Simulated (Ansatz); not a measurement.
## Electronic structure of Cl$_{3}$HSi···H (doublet) in real space

The calculation's input:

```
crystal:
  periodic: [false, false, false]
  atoms:
    - { symbol: Si, position_ang: [0.000338, 0.0, -0.077104] }
    - { symbol: H, position_ang: [0.000382, 0.0, 1.391738] }
    - { symbol: Cl, position_ang: [1.933098, 0.0, -0.771669] }
    - { symbol: Cl, position_ang: [-0.965787, 1.67375, -0.772165] }
    - { symbol: Cl, position_ang: [-0.965787, -1.67375, -0.772165] }
    - { symbol: H, position_ang: [-4.3e-05, 0.0, 3.253465] }
magnetization:
  spin_polarized: true
  initial_magnetization: 1
basis:
  gaussian: { orbitals: def2-SVP }
hamiltonian:
  xc: b3lyp
  dispersion: d4
relax:
  f_tol: 0.03
  max_steps: 50
output:
  orbitals: {}
```

Command:

```sh
ansatz run input.yaml --threads 2 --pin off --max-ram 3072MiB --backend cpu --events-out ev --progress --plain --runs-dir out
```

The fields are those of the run's last geometry, not of the input's.

The calculation used UKS B3LYP-D4/def2-SVP (Ansatz).

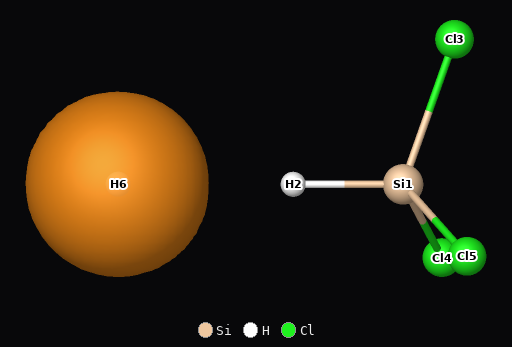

Figure 1. Isosurface of the spin density at +0.02 e/Å³ (orange), seen across its widest extent.

> Describe the spin distribution.

The unpaired spin (1 electron) lies mostly on H6 (about 1.0), in electrons by Hirshfeld's partition.

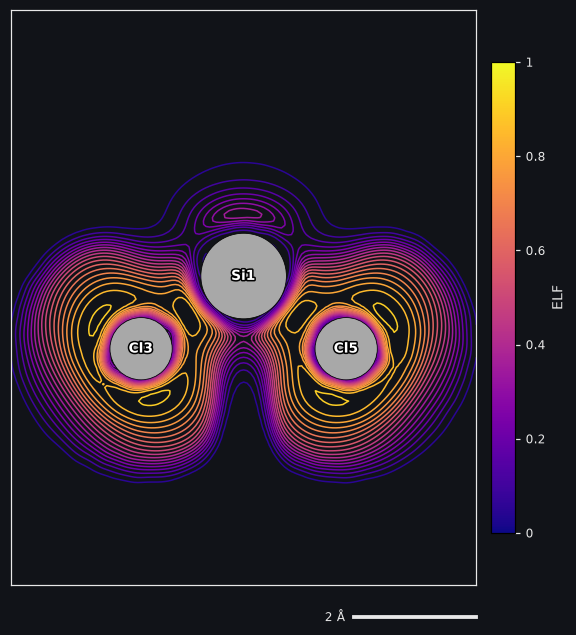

Figure 2. ELF on the plane of atoms Cl3, Si1 and Cl5. Grey discs cover the atomic cores.

> Interpret the plot.

The plane passes through Si and Cl nuclei.
Si–Cl (2.06 Å): the ELF peaks at about 0.90 between the atoms, as expected for a polar covalent bond.
The ELF also peaks beside Cl3 and Cl5, away from the bonds: non-bonding electrons, paired or unpaired.

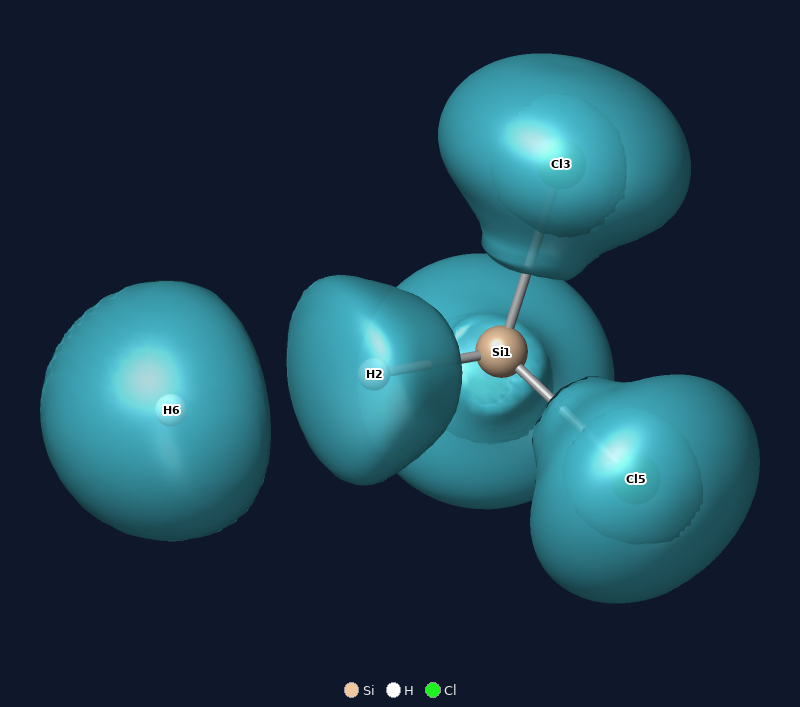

Figure 3. Isosurface of the electron localisation function at 0.75 (cyan), seen at a tilt. Core shells and regions of very low density are left out.

> Identify the bonds, lone pairs and shells in this picture.

The ELF exceeds this value in two regions around hydrogen nuclei and three regions on Cl in which the atom's valence shell and bonds are merged. Profiles from the grid: H2···H6 (2.35 Å): the ELF dips to about 0.05 between them: a weak contact between the two molecules.
